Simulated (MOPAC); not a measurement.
# Frequency calculation of C₃ClN₃Si (part 1 of 2)

- system: C₃ClN₃Si, SMILES N#C[Si](Cl)(C#N)C#N
- method: PM3, closed shell (MOPAC 23.2.5)

The geometry was optimised with PM3.

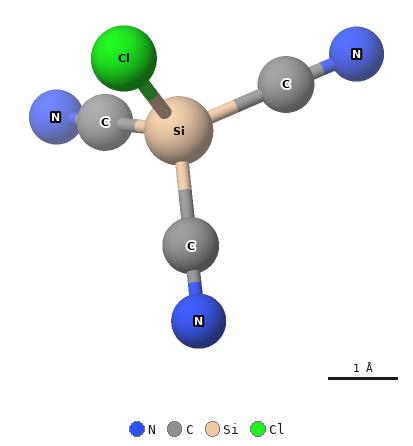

The input geometry (ball-and-stick view, seen at a tilt). Bond lengths as drawn: Cl–Si 2.06 Å, C–N 1.16 Å and C–Si 1.76 Å.

Input (mol.mop)
```
PM3 THERMO(298,398,100) FORCE AUX(PRECISION=9) THREADS=1
C3ClN3Si charge 0

N      1.083301 +1     2.509652 +1    -0.740815 +1
C      0.733655 +1     1.474282 +1    -0.353363 +1
Si     0.201112 +1    -0.098902 +1     0.237851 +1
Cl     1.443136 +1    -0.691654 +1     1.775062 +1
C      0.284759 +1    -1.291839 +1    -1.057536 +1
N      0.338966 +1    -2.076719 +1    -1.909218 +1
C     -1.449598 +1     0.014230 +1     0.846558 +1
N     -2.535605 +1     0.088762 +1     1.245817 +1
```

Run on 1 thread of Intel Xeon (Granite Rapids), 192 GiB of memory available, shared host.

Run as:
```bash
mopac mol.mop
```

Log
```
MOPAC v23.2.5
PM3 CALCULATION RESULTS

 *  PM3        - The PM3 Hamiltonian to be used
 *  FORCE      - FORCE CALCULATION SPECIFIED
 *  THREADS=1  - MULTI-THREADING NOT USED
 *  AUX        - OUTPUT AUXILIARY INFORMATION
 *  THERMO     - THERMODYNAMIC QUANTITIES TO BE CALCULATED
PM3 THERMO(298,398,100) FORCE AUX(PRECISION=9) THREADS=1
 C3ClN3Si charge 0

   ATOM   CHEMICAL          X               Y               Z
  NUMBER   SYMBOL      (ANGSTROMS)     (ANGSTROMS)     (ANGSTROMS)

     1       N          1.08330100  *   2.50965200  *  -0.74081500  *
     2       C          0.73365500  *   1.47428200  *  -0.35336300  *
     3      Si          0.20111200  *  -0.09890200  *   0.23785100  *
     4      Cl          1.44313600  *  -0.69165400  *   1.77506200  *
     5       C          0.28475900  *  -1.29183900  *  -1.05753600  *
     6       N          0.33896600  *  -2.07671900  *  -1.90921800  *
     7       C         -1.44959800  *   0.01423000  *   0.84655800  *
     8       N         -2.53560500  *   0.08876200  *   1.24581700  *

          CARTESIAN COORDINATES

    NO.       ATOM           X           Y           Z

     1         N          1.0833      2.5097     -0.7408
     2         C          0.7337      1.4743     -0.3534
     3        Si          0.2011     -0.0989      0.2379
     4        Cl          1.4431     -0.6917      1.7751
     5         C          0.2848     -1.2918     -1.0575
     6         N          0.3390     -2.0767     -1.9092
     7         C         -1.4496      0.0142      0.8466
     8         N         -2.5356      0.0888      1.2458

           Empirical Formula: C3 N3 Si Cl  =     8 atoms

      MOLECULAR POINT GROUP   :   C3v

      RHF CALCULATION, NO. OF DOUBLY OCCUPIED LEVELS = 19

          HEAT OF FORMATION =      18.675147 KCALS/MOLE

          CARTESIAN COORDINATE DERIVATIVES

   NUMBER  ATOM         X            Y            Z

     1       N      0.012165     0.043501    -0.005701
     2       C      0.007462    -0.023641     0.030487
     3      Si     -0.010542    -0.011734    -0.016906
     4      Cl     -0.000266     0.001068    -0.011951
     5       C      0.022952    -0.031396     0.011786
     6       N     -0.000145     0.048343     0.002414
     7       C     -0.026552    -0.010557    -0.031045
     8       N     -0.005073    -0.015584     0.020916

 DIPOLE           X         Y         Z       TOTAL
 POINT-CHG.     0.468     0.398    -1.311     1.448
 HYBRID        -0.123    -0.106     0.342     0.379
 SUM            0.344     0.291    -0.968     1.068

          GRADIENT NORM =   0.10381

          MOLECULAR WEIGHT =  141.59

          ROTATIONAL CONSTANTS IN CM(-1)

          A =    0.04113900   B =    0.04108558   C =    0.04001762

           PRINCIPAL MOMENTS OF INERTIA IN UNITS OF 10**(-40)*GRAM-CM**2

          A =      680.4431   B =      681.3280   C =      699.5107

          ORIENTATION OF MOLECULE IN FORCE CALCULATION

    NO.       ATOM         X         Y         Z

     1          N      -2.9516   -0.0278    0.0807
     2          C      -1.7921   -0.0278    0.0807
     3         Si      -0.0291   -0.0253    0.0807
     4         Cl       0.6393    0.5463   -1.7857
     5          C       0.5780   -1.6419    0.4354
     6          N       0.9779   -2.7048    0.6693
     7          C       0.5710    1.1198    1.2794
     8          N       0.9654    1.8721    2.0685

    FIRST DERIVATIVES WILL BE USED IN THE CALCULATION OF SECOND DERIVATIVES

          ESTIMATED TIME TO COMPLETE CALCULATION =        0.00 SECONDS

    FOR POINT-GROUP C3v  THERE ARE   6 UNIQUE SYMMETRY FUNCTIONS.

 STEP:   1 TIME =     0.00 SECS, INTEGRAL =      0.00 TIME LEFT: 172800.00
 STEP:   2 TIME =     0.00 SECS, INTEGRAL =      0.00 TIME LEFT: 172800.00
 STEP:   3 TIME =     0.00 SECS, INTEGRAL =      0.01 TIME LEFT: 172799.99
 STEP:   4 TIME =     0.00 SECS, INTEGRAL =      0.01 TIME LEFT: 172799.99
 STEP:   5 TIME =     0.00 SECS, INTEGRAL =      0.01 TIME LEFT: 172799.99
 STEP:   6 TIME =     0.00 SECS, INTEGRAL =      0.01 TIME LEFT: 172799.99
 STEP:   7 TIME =     0.00 SECS, INTEGRAL =      0.02 TIME LEFT: 172799.98
 STEP:   8 TIME =     0.00 SECS, INTEGRAL =      0.02 TIME LEFT: 172799.98
 STEP:   9 TIME =     0.00 SECS, INTEGRAL =      0.02 TIME LEFT: 172799.98
 STEP:  10 TIME =     0.00 SECS, INTEGRAL =      0.02 TIME LEFT: 172799.98
 STEP:  11 TIME =     0.00 SECS, INTEGRAL =      0.02 TIME LEFT: 172799.98
 STEP:  12 TIME =     0.00 SECS, INTEGRAL =      0.02 TIME LEFT: 172799.98
 STEP:  13                       INTEGRAL =      0.02 TIME LEFT: 172799.98
 STEP:  14                       INTEGRAL =      0.02 TIME LEFT: 172799.98
 STEP:  15                       INTEGRAL =      0.02 TIME LEFT: 172799.98
 STEP:  16                       INTEGRAL =      0.02 TIME LEFT: 172799.98
 STEP:  17                       INTEGRAL =      0.02 TIME LEFT: 172799.98
 STEP:  18                       INTEGRAL =      0.02 TIME LEFT: 172799.98
 STEP:  19                       INTEGRAL =      0.02 TIME LEFT: 172799.98
 STEP:  20                       INTEGRAL =      0.02 TIME LEFT: 172799.98
 STEP:  21                       INTEGRAL =      0.02 TIME LEFT: 172799.98
 STEP:  22                       INTEGRAL =      0.02 TIME LEFT: 172799.98
 STEP:  23                       INTEGRAL =      0.02 TIME LEFT: 172799.98
 STEP:  24                       INTEGRAL =      0.02 TIME LEFT: 172799.98

(To convert to Hartree/Bohr^2, multiply by (10^(-21) x N x a0^2)/(4.184 x 627.51) =  0.0642)

           FORCE MATRIX IN MILLIDYNES/ANGSTROM

                  N  1       C  2      Si  3      Cl  4       C  5       N  6
 ------------------------------------------------------------------------------
     N    1  21.513780
     C    2  21.191442  23.752567
    Si    3   0.398607   2.303814   6.445118
    Cl    4   0.024646   0.247315   1.015752   1.452030
     C    5   0.047363   0.340659   2.303966   0.246373  23.752567
     N    6   0.009314   0.047405   0.398611   0.024699  21.191442  21.513780
     C    7   0.047393   0.341272   2.303802   0.247045   0.340659   0.047363
     N    8   0.009338   0.047483   0.398558   0.024850   0.047405   0.009314

                  C  7       N  8
 ------------------------------
     C    7  23.752567
     N    8  21.191442  21.513780

          HEAT OF FORMATION =      18.675147 KCALS/MOLE

          ZERO POINT ENERGY      17.670 KCAL/MOL

           NORMAL COORDINATE ANALYSIS (Total motion = 1 Angstrom)

   Root No.       1         2         3         4         5         6         7         8

                 1 E       1 E       1 A1      2 E       2 E       1 A2      2 A1      3 E

                  91.7      91.7     110.5     134.9     134.9     323.6     332.9     377.4

           1   -0.0117   -0.0183    0.0376   -0.0974    0.0724    0.0008    0.0751    0.0096
           2    0.2379   -0.0658   -0.0640   -0.1145   -0.0921   -0.1083   -0.0093   -0.0347
           3   -0.0141   -0.1878    0.2033    0.0682   -0.1047   -0.0343    0.0284    0.0095
           4   -0.0106   -0.0188    0.0375   -0.0976    0.0710   -0.0015    0.0724    0.0085
           5    0.0743   -0.0185   -0.0010    0.0240    0.0279    0.2094    0.0322    0.0817
           6   -0.0083   -0.0647    0.0043   -0.0010    0.0157    0.0664   -0.1015   -0.0263
           7   -0.0110   -0.0210    0.0405   -0.0972    0.0699    0.0000    0.0465    0.0037
           8   -0.0201    0.0133    0.0351    0.0814    0.0901   -0.0000    0.0402   -0.0237
           9   -0.0105   -0.0035   -0.1097   -0.0099    0.0546   -0.0000   -0.1260   -0.0062
          10   -0.0433   -0.0844    0.0386    0.1027   -0.0744   -0.0000   -0.0758   -0.0051
          11   -0.0792    0.0535    0.0332   -0.0863   -0.0960    0.0000   -0.0652    0.0334
          12   -0.0413   -0.0141   -0.1057    0.0104   -0.0582    0.0000    0.2085    0.0088
          13    0.0734    0.0025   -0.0145   -0.0551    0.0099   -0.1787    0.0251   -0.1031
          14    0.0146    0.0344    0.0346    0.0956    0.0583   -0.0868    0.0643   -0.0345
          15   -0.0002    0.0616   -0.0037   -0.0206    0.0092   -0.0938   -0.1084    0.2889
          16    0.2231    0.0318   -0.1129    0.0637   -0.1045    0.0925   -0.0405    0.0676
          17    0.0718    0.0731    0.0387    0.1237   -0.0101    0.0449    0.0693   -0.0592
          18    0.0079    0.1885    0.1803   -0.0966   -0.1109    0.0485    0.0113   -0.0993
          19   -0.0397    0.0620   -0.0140   -0.0256    0.0479    0.1802    0.0247    0.0666
          20   -0.0467   -0.0448   -0.0257    0.0300    0.0799   -0.1226    0.0088    0.1295
          21    0.0305    0.0107   -0.0236    0.0036    0.0758    0.0274   -0.1241   -0.2165
          22   -0.0997    0.2031   -0.1114    0.1215   -0.0303   -0.0932   -0.0408   -0.0477
          23   -0.1053   -0.1445   -0.1359   -0.0824    0.0221    0.0634   -0.0659   -0.0945
          24    0.1128    0.0355    0.1236    0.0374    0.1670   -0.0142   -0.0283    0.0404

   Root No.       9        10        11        12        13        14        15        16

                 3 E       4 E       4 E       3 A1      4 A1      5 E       5 E       6 E

                 377.4     455.8     455.8     457.6     545.2     630.0     630.0    2402.6

           1   -0.0590    0.0225   -0.0843   -0.1268    0.0891    0.0256   -0.1776   -0.0904
           2    0.0330   -0.0884   -0.0329   -0.0147   -0.0126    0.0261    0.0013   -0.0006
           3   -0.1196   -0.0366    0.0209    0.0447    0.0406    0.0070    0.0053   -0.0004
           4   -0.0565    0.0184   -0.0797   -0.1186    0.0811    0.0232   -0.1560    0.1115
           5   -0.0844    0.2875    0.1048    0.0470    0.0403   -0.0802   -0.0082   -0.0002
           6    0.3003    0.1175   -0.0697   -0.1481   -0.1261   -0.0239   -0.0158   -0.0003
           7   -0.0225    0.0018   -0.0067   -0.0001   -0.0703   -0.0374    0.2446   -0.0031
           8   -0.0013   -0.0070   -0.0011   -0.0001   -0.0608    0.2555    0.0108   -0.0069
           9   -0.0087   -0.0016   -0.0028    0.0004    0.1902    0.0679    0.0938   -0.0034
          10    0.0314    0.0002    0.0006   -0.0028    0.0091    0.0010   -0.0044    0.0001
          11    0.0019    0.0009    0.0005   -0.0026    0.0080   -0.0042    0.0002    0.0001
          12    0.0122    0.0003    0.0003    0.0061   -0.0237   -0.0010   -0.0016    0.0000
          13    0.0989    0.1426    0.2302    0.1142    0.0347    0.0309   -0.0848   -0.0557
          14    0.0421   -0.0400    0.1425   -0.1117    0.0720   -0.1495    0.0235    0.1484
          15   -0.0775   -0.0333    0.1509   -0.1130   -0.1330    0.0059   -0.0408   -0.0332
          16   -0.0512   -0.0070   -0.0811    0.0211   -0.0505    0.0642   -0.0015    0.0447
          17    0.0098   -0.0870   -0.0159   -0.1156    0.0825   -0.1515    0.0711   -0.1206
          18    0.0237    0.0316   -0.0531    0.0670    0.0196    0.0423   -0.0049    0.0262
          19    0.1248   -0.2369    0.1354    0.1121    0.0348   -0.0041   -0.0890    0.0901
          20    0.0516    0.0487   -0.2021    0.1585    0.0179   -0.1153   -0.0303    0.1749
          21   -0.1580   -0.0169    0.0391   -0.0282   -0.1496   -0.0738   -0.0700    0.1909
          22   -0.0677    0.0457   -0.0677    0.0208   -0.0499   -0.0603   -0.0173   -0.0734
          23   -0.0530   -0.0668    0.0112    0.0569   -0.0800   -0.0805   -0.0817   -0.1422
          24    0.0269   -0.0502   -0.0663    0.1201   -0.0310   -0.1042   -0.0759   -0.1542

   Root No.      17        18

                 6 E       5 A1

                2402.6    2406.2

           1   -0.2218   -0.1482
           2   -0.0012   -0.0008
           3   -0.0005   -0.0001
           4    0.2736    0.1840
           5    0.0024    0.0011
           6    0.0005    0.0011
           7   -0.0078   -0.0011
           8    0.0042   -0.0010
           9   -0.0015    0.0031
          10   -0.0001   -0.0003
          11    0.0001   -0.0003
          12   -0.0000    0.0003
          13    0.0816   -0.0629
          14   -0.2225    0.1691
          15    0.0486   -0.0365
          16   -0.0669    0.0504
          17    0.1801   -0.1362
          18   -0.0396    0.0300
          19    0.0096   -0.0606
          20    0.0207   -0.1175
          21    0.0219   -0.1273
          22   -0.0082    0.0489
          23   -0.0166    0.0947
          24   -0.0178    0.1025

           MASS-WEIGHTED COORDINATE ANALYSIS (NORMAL COORDINATES)

   Root No.       1         2         3         4         5         6         7         8

                 1 E       1 E       1 A1      2 E       2 E       1 A2      2 A1      3 E

                  91.7      91.7     110.5     134.9     134.9     323.6     332.9     377.4
```
